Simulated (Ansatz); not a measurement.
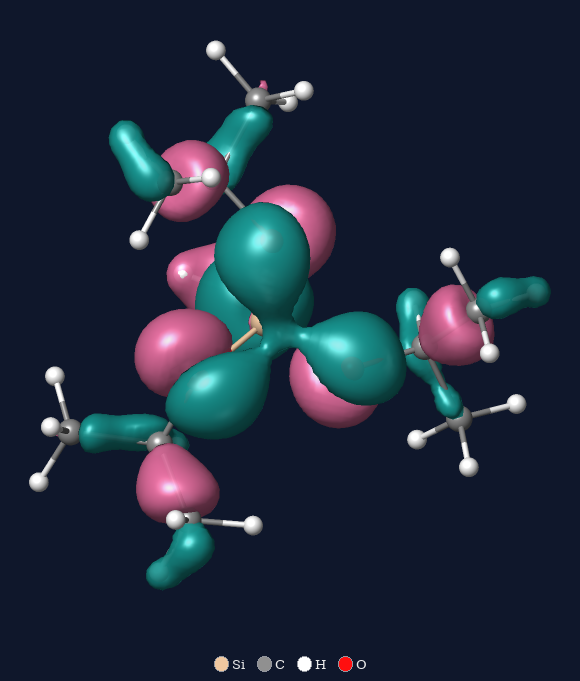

*C₁₀H₂₄O₃Si (SiMe(OiPr)3) (charge −1, doublet). The HOMO (β) at ±0.08 Å⁻³ᐟ² (teal and pink are the two phases), seen at an oblique angle.*

Geometry: PBE-D4/def2-SVP; the highest occupied orbital lies above zero, a sign that basis and functional describe the outermost electron poorly.

All numbers below come from UKS PBE0-D4/def2-TZVP in Ansatz.

```csv
atom,x (Å),y (Å),z (Å)
Si,0.0259,-0.0039,0.2232
C,0.3515,-0.2969,2.0528
H,-0.5197,0.0569,2.6661
H,1.2715,0.2615,2.3746
H,0.5090,-1.3916,2.2443
O,1.3847,-0.2486,-0.7462
C,2.2107,-1.4129,-0.6912
C,3.6571,-0.9702,-0.4892
C,1.9859,-2.2520,-1.9462
H,1.9185,-2.0472,0.1923
H,3.9843,-0.3095,-1.3192
H,4.3399,-1.8509,-0.4394
H,3.7357,-0.3958,0.4641
H,0.9217,-2.5704,-1.9904
H,2.2157,-1.6628,-2.8585
H,2.6321,-3.1601,-1.9357
O,-0.4678,1.5728,-0.1153
C,0.1615,2.7445,0.4022
C,-0.9117,3.6255,1.0362
C,0.9525,3.4294,-0.7098
H,0.8929,2.4634,1.2098
H,-1.6833,3.9012,0.2870
H,-0.4668,4.5583,1.4556
H,-1.4112,3.0595,1.8575
H,1.7337,2.7352,-1.0879
H,0.2855,3.7008,-1.5547
H,1.4452,4.3554,-0.3330
O,-1.1715,-0.9967,-0.4266
C,-2.3956,-1.3359,0.2251
C,-2.5139,-2.8569,0.2713
C,-3.5552,-0.6398,-0.4826
H,-2.3802,-0.9632,1.2866
H,-2.4980,-3.2831,-0.7538
H,-3.4592,-3.1674,0.7766
H,-1.6441,-3.2726,0.8351
H,-3.4158,0.4622,-0.4243
H,-3.5948,-0.9329,-1.5526
H,-4.5265,-0.9053,-0.0040
```

> Where does this orbital lie, and at what energy?

It lies mainly on O6 (about 20 %), O28 (about 15 %), O17 (about 15 %), C2 (about 15 %) and Si1 (about 10 %). Its energy is −4.27 eV.
